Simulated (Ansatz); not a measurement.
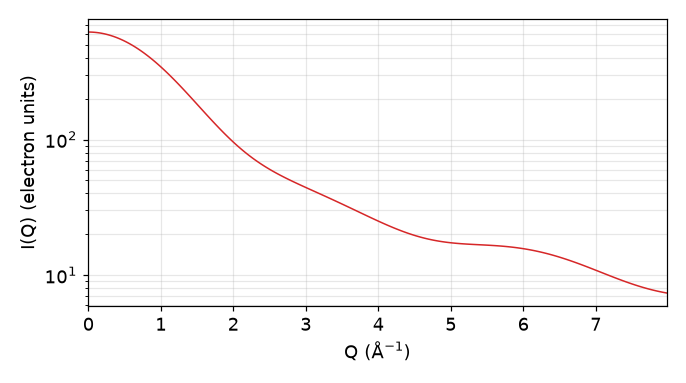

Elastic X-ray scattering of a randomly oriented, rigid molecule, calculated with the Debye equation from neutral-atom form factors (independent atoms, no Compton part, no vibration). The geometry is the end point of an optimisation (RKS B3LYP-D4/def2-SVP (Ansatz 0.2.0)); it may be a saddle point or a higher isomer. It contains N, C, O, H.

> How many electrons does the independent-atom model of the molecule hold?

I(0) is the square of the electron number: I(0) = 625, so about 25 electrons, the count of CH4NO counted as neutral atoms.

> What radius of gyration does the initial fall-off give?

From I(Q) ≈ I(0) exp(−Q²R²/3) at small Q, R ≈ 1.37 Å. It is larger than the electron-weighted radius of the nuclear positions alone (1.16 Å), because each atom's electron cloud adds to it.
